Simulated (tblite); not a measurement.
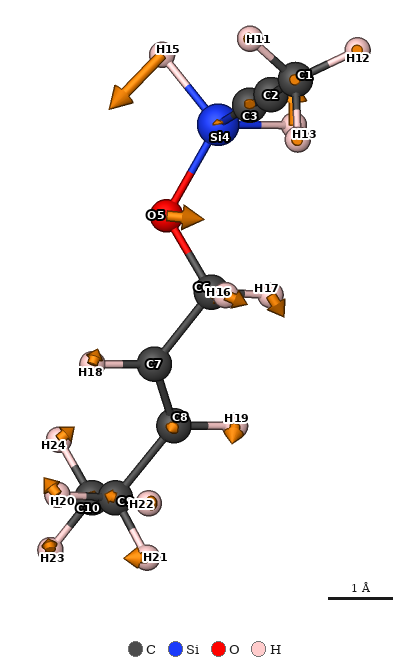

A relaxation of C8H14OSi. The starting structure is drawn; orange arrows show the displacements, 3 times their true length. The two geometries are superimposed by the best rigid fit.

Style: ball-and-stick. Shown from a free direction.

The calculation used GFN2-xTB geometry optimisation, gas phase in tblite 0.8.0. 

### What happened in the run?

The atom that moves furthest after the best rigid fit is an H atom (0.41 Å). Largest moves by element: H 0.41 Å, O 0.20 Å, C 0.10 Å, Si 0.03 Å. Near-neighbour distances that change, for instance: O–Si 1.667 → 1.622 Å, H–Si 1.493 → 1.455 Å, C–O 1.431 → 1.400 Å, C–Si 1.878 → 1.852 Å. Bond angles that change, for instance: Si–O–C 117.4° → 129.2°, O–Si–H 108.0° → 99.3°, H–Si–H 107.6° → 115.4°. Over 74 geometry steps the energy falls by 19.1 kJ/mol.
